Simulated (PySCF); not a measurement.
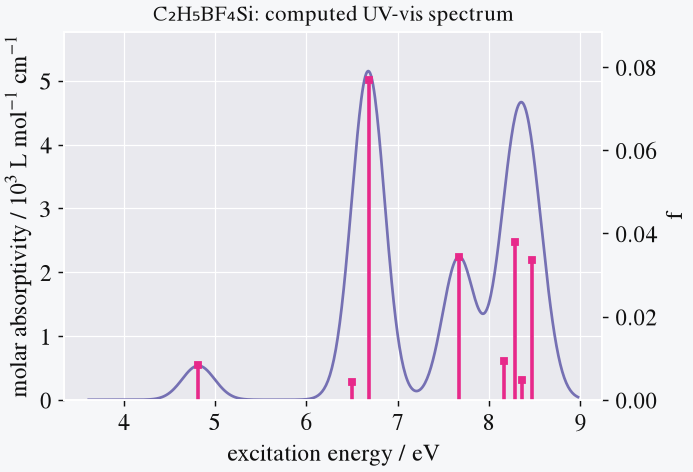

Computed absorption of C₂H₅BF₄Si, SMILES FB[SiH2]CC(F)(F)F. Vertical TDDFT excitations, PBE0/def2-SVPD in PySCF, at a GFN2-xTB geometry (no frequency check), gas phase. Only the first 8 singlet excitations are included; each is broadened by a Gaussian of 1/e half-width 0.25 eV. Sticks give oscillator strengths (right axis).

Which of the computed transitions is the brightest, and what character does the calculation give it?

Answer. S3 at 6.68 eV (185 nm), f = 0.077, mainly HOMO−1 → LUMO (97 %).

Where is the lowest singlet, and is it bright?

Answer. S1 lies at 4.82 eV (257 nm) with f = 0.008, mainly HOMO → LUMO (98 %); it is weak.

Where is the maximum of the broadened curve, and how high is it?

Answer. At about 6.7 eV (186 nm), with ε near 5200 L mol⁻¹ cm⁻¹.

Note: the tight-binding geometry is rougher than a DFT one and adds to the error; one conformer of a flexible molecule; core orbitals are frozen in the response.
